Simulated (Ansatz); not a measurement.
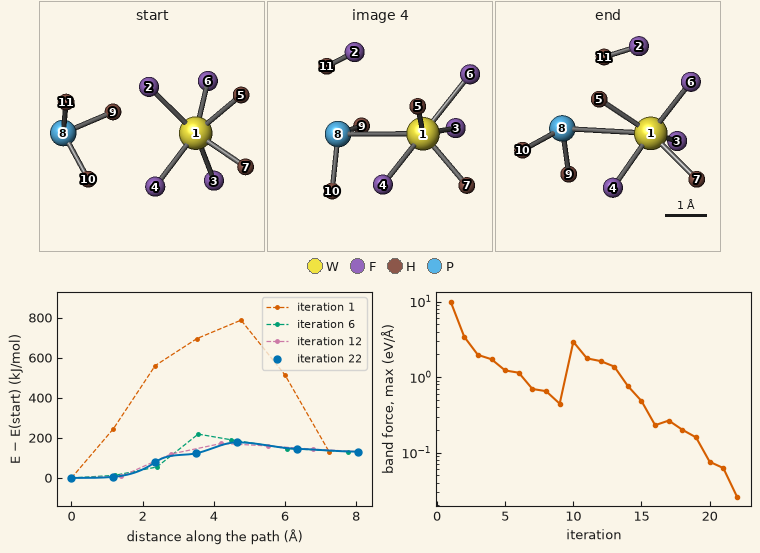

NEB run on WPH5F4, made up at the start of WH$_{2}$F$_{4}$ and PH₃. Images are numbered from 0 (start) to 6 (end). The plot follows the band through its iterations. A ball-and-stick model, seen at a tilt.

Computed with RKS PBE/def2-SVP (Ansatz 0.2.0). Run with 5 movable images; climbing image; force threshold 0.05 eV/Å; iteration limit 60; spring constant 0.1 eV/Å²; starting path through a guess of the saddle point.

Q: Judge this run.

A: The run is converged, with reservations. The band converged in 22 iterations. The largest component of the band force went from 10 to 0.026 eV/Å. The climbing image converged on the top of the path. Its curvatures weren't checked. The spring constant is far from the usual few eV/Å², which spoils the spacing or the steps. The first iteration put the highest image at 787.7 kJ/mol. The energy climbs by 177.8 kJ/mol to image 4 and then falls by 46.5 kJ/mol, so the end point sits at +131.2 kJ/mol.

Limits of the set-up: the start holds two separate molecules, 2.8 Å apart at their closest, whose relative position is a soft coordinate and is computed without a dispersion correction.

Cost: 4.1 min on 4 threads of Arm Neoverse V1 (shared host), peak memory 0.32 GiB.
